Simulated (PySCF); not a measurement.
# CCl2F (dichlorofluoromethyl radical): levels of theory compared

Wanted: a comparison of 6 runs (UB2PLYP/STO-3G, UB3LYP/STO-3G, UM06-2X/STO-3G, UPBE/STO-3G, USVWN5/STO-3G, UCISD/STO-3G) of CCl2F (dichlorofluoromethyl radical). Input form: a Python script.

The calculation is run with PySCF 2.14.0.

8 further runs of the same task are left out: 2 that didn't finish, 6 set aside as unsound or not needed.

## (1) The structure to begin with

CCl2F has 4 atoms, charge 0, and is taken as a doublet. SMILES: `F[C](Cl)Cl`. One bond was lengthened or shortened from a relaxed shape.

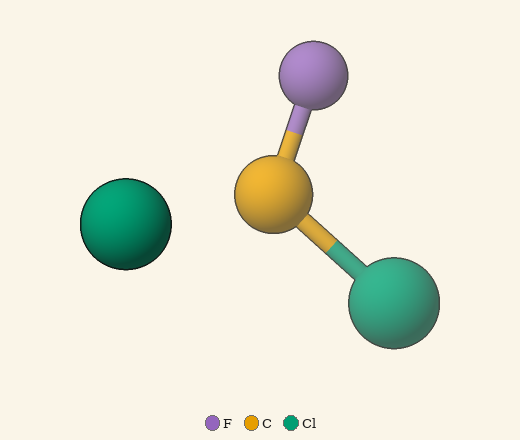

The structure, seen from a chosen angle (fluorine purple, carbon amber, chlorine teal).

## (2) A single-point energy at UB2PLYP/STO-3G (run 1)

The input, run.py:

```python
from pyscf import gto, dft, mp

mol = gto.Mole()
mol.atom = '''
F      2.617658     0.398687     1.274390
C      0.268540     0.750365     0.509996
Cl    -1.764626    -2.532044     0.204090
Cl    -0.000180     2.910133    -1.873705
'''
mol.max_memory = 1860
mol.basis = 'sto-3g'
mol.unit = 'bohr'
mol.charge = 0
mol.spin = 1
mol.verbose = 3
mol.build()

ks = dft.UKS(mol, xc='0.53*HF + 0.47*B88, 0.73*LYP')
ks.grids.level = 5
ks.conv_tol = 1e-10
ks.kernel()
if not ks.converged:
    ks = ks.newton().run(ks.mo_coeff, ks.mo_occ)

pt = mp.MP2(ks, frozen=12).run()
e_final = ks.e_tot + 0.27 * pt.e_corr
print('PT2 part  %.8f' % (0.27 * pt.e_corr))
print(f'total energy: {e_final:.8f} hartree')
```

The run is started by

```
$ OMP_NUM_THREADS=1 python run.py
```

Log:

```text
WARN: HOMO -0.158825067042435 >= LUMO -0.158825067042438

converged SCF energy = -1045.79684947921  <S^2> = 0.75423565  2S+1 = 2.0042312
E(UMP2) = -1045.92468106329  E_corr = -0.127831584081751
E(SCS-UMP2) = -1045.92667524471  E_corr = -0.12982576550377
PT2 part  -0.03451453
total energy: -1045.83136401 hartree
```

It took 8.7 s on 1 thread of Arm Neoverse V1, shared host; peak memory 0.24 GiB.

## (3) A single-point energy at UB3LYP/STO-3G (run 2)

The input, mol.xyz:

```xyz
4
CCl2F
F      1.385205     0.210976     0.674378
C      0.142105     0.397076     0.269878
Cl    -0.933800    -1.339900     0.108000
Cl    -0.000095     1.539976    -0.991522
```

The input, calc.py:

```python
from pyscf import gto, dft

mol = gto.M(
    atom='mol.xyz',
    verbose=3,
    max_memory=1860,
    spin=1,
    basis='sto-3g',
)

calc0 = dft.UKS(mol)
calc0.xc = 'b3lyp'
calc0.grids.level = 5
calc0.conv_tol = 1e-10
calc0.kernel()
if not calc0.converged:
    calc0 = calc0.newton().run(calc0.mo_coeff, calc0.mo_occ)

energy = calc0.e_tot
print(f'total energy: {energy:.8f} hartree')
```

The run is started by

```
$ OMP_NUM_THREADS=1 python calc.py
```

Log:

```text
WARN: HOMO -0.179589526157667 >= LUMO -0.179589526157669

converged SCF energy = -1046.30582857163  <S^2> = 0.75230278  2S+1 = 2.0023015
total energy: -1046.30582857 hartree
```

Wall time 8.7 s (1 thread of Arm Neoverse V1, shared host); peak memory 0.24 GiB.

## (4) A single-point energy at UM06-2X/STO-3G (run 3)

The input, calc.py:

```python
from pyscf import gto, dft

mol = gto.Mole()
mol.atom = [
    ('F', (1.385205, 0.210976, 0.674378)),
    ('C', (0.142105, 0.397076, 0.269878)),
    ('Cl', (-0.933800, -1.339900, 0.108000)),
    ('Cl', (-0.000095, 1.539976, -0.991522)),
]
mol.basis = 'sto-3g'
mol.max_memory = 1860
mol.spin = 1
mol.verbose = 3
mol.build()

mf = dft.UKS(mol, xc='m06-2x')
mf.grids.level = 5
mf.conv_tol = 1e-10
mf.kernel()
if not mf.converged:
    mf = mf.newton().run(mf.mo_coeff, mf.mo_occ)

e_final = mf.e_tot
print('Final energy', e_final)
```

The run is started by

```
$ OMP_NUM_THREADS=1 python calc.py
```

Log:

```text
WARN: HOMO -0.168639299100827 >= LUMO -0.168639299100826

converged SCF energy = -1046.36207861038  <S^2> = 0.7530284  2S+1 = 2.0030261
Final energy -1046.3620786103843
```

Wall time 13 s (1 thread of Arm Neoverse V1, shared host); peak memory 0.25 GiB.

Runs 4 to 5 aren't shown in full; the table further down has their settings and results.

## (5) The energy at UCISD/STO-3G (run 6)

The input, job.py:

```python
from pyscf import gto, scf, ci

system = gto.M(
    atom=[
    ('F', (1.385205, 0.210976, 0.674378)),
    ('C', (0.142105, 0.397076, 0.269878)),
    ('Cl', (-0.933800, -1.339900, 0.108000)),
    ('Cl', (-0.000095, 1.539976, -0.991522)),
],
    verbose=4,
    spin=1,
    max_memory=1860,
    basis='sto-3g',
)

calc0 = scf.UHF(system)
calc0.conv_tol = 1e-10
calc0.kernel()
if not calc0.converged:
    calc0 = calc0.newton().run(calc0.mo_coeff, calc0.mo_occ)

cisd = ci.CISD(calc0, frozen=12)
cisd.kernel()
etot = cisd.e_tot
print(f'total energy: {etot:.8f} hartree')
```

The run is started by

```
$ OMP_NUM_THREADS=1 python job.py
```

Log:

```text
PySCF version 2.14.0

[INPUT] num. atoms = 4
[INPUT] num. electrons = 49
[INPUT] charge = 0
[INPUT] spin (= nelec alpha-beta = 2S) = 1
[INPUT] symmetry False subgroup None
[INPUT] Mole.unit = angstrom
[INPUT] Symbol           X                Y                Z      unit          X                Y                Z       unit  Magmom
[INPUT]  1 F      1.385205000000   0.210976000000   0.674378000000 AA    2.617658076378   0.398686858856   1.274389724432 Bohr   0.0
[INPUT]  2 C      0.142105000000   0.397076000000   0.269878000000 AA    0.268539530931   0.750364890638   0.509995507045 Bohr   0.0
[INPUT]  3 Cl    -0.933800000000  -1.339900000000   0.108000000000 AA   -1.764626255119  -2.532044034305   0.204090421453 Bohr   0.0
[INPUT]  4 Cl    -0.000095000000   1.539976000000  -0.991522000000 AA   -0.000179523982   2.910132878403  -1.873705026481 Bohr   0.0

nuclear repulsion = 187.351710760762
number of shells = 16
number of NR pGTOs = 84
number of NR cGTOs = 28
basis = sto-3g
ecp = {}

[... 85 lines left out ...]
converged SCF energy = -1044.51657453349  <S^2> = 0.75798769  2S+1 = 2.0079718
[... 1 line left out ...]
******** <class 'pyscf.ci.ucisd.UCISD'> ********
CISD nocc = (np.int64(13), np.int64(12)), nmo = (16, 16)
frozen orbitals 12
max_cycle = 50
direct = 0
conv_tol = 1e-09
max_cycle = 50
max_space = 12
lindep = 0
nroots = 1
Init t2, MP2 energy = -0.0862578944380021
UCISD converged
E(UCISD) = -1044.62166391418  E_corr = -0.1050893806900517
total energy: -1044.62166391 hartree
```

Wall time 0.84 s (1 thread of Arm Neoverse V1, shared host); peak memory 0.11 GiB.

## (6) The series

```tsv
run	level	frozen core orbitals	integration grid	energy (Eh)	dipole moment (D) of the reference	HOMO energy (eV)	LUMO energy (eV)	wall time
1	UB2PLYP/STO-3G	12	5	-1045.831364	1.87	-6.91	0.95	8.7 s
2	UB3LYP/STO-3G	–	5	-1046.305829	2.04	-4.91	-1.02	8.7 s
3	UM06-2X/STO-3G	–	5	-1046.362079	1.98	-6.59	0.07	13 s
4	UPBE/STO-3G	–	5	-1045.788829	2.21	-3.41	-1.71	7.5 s
5	USVWN5/STO-3G	–	5	-1042.282855	2.21	-3.25	-1.83	3.9 s
6	UCISD/STO-3G	12	–	-1044.621664	1.71	-9.56	4.11	0.84 s
```

## (7) Results

| quantity | value |
| --- | --- |
| run 6: total energy | -1044.62166 Eh |
| run 6: dipole moment (Hartree–Fock density) | 1.71 D |
| run 6: HOMO energy (Hartree–Fock orbitals) (highest over α and β) | -9.56 eV |
| run 6: LUMO energy (Hartree–Fock orbitals) (lowest over α and β) | 4.11 eV |
| run 6: correlation energy (12 core orbitals frozen) | -105.1 mEh |
| run 6: ⟨S²⟩ of the reference determinant | 0.758 |

What this shows: Over runs 1, 2, 3, 4, 5 the dipole moment (its size) runs from 1.87 D (UB2PLYP/STO-3G) to 2.21 D (USVWN5/STO-3G). A double hybrid's value is that of its SCF part. Totals of different functionals can't be ranked against each other. In runs 1, 2, 3, 4, 5, 6 the basis is minimal, so the values are rough. All runs together took 43 s, the longest 13 s.
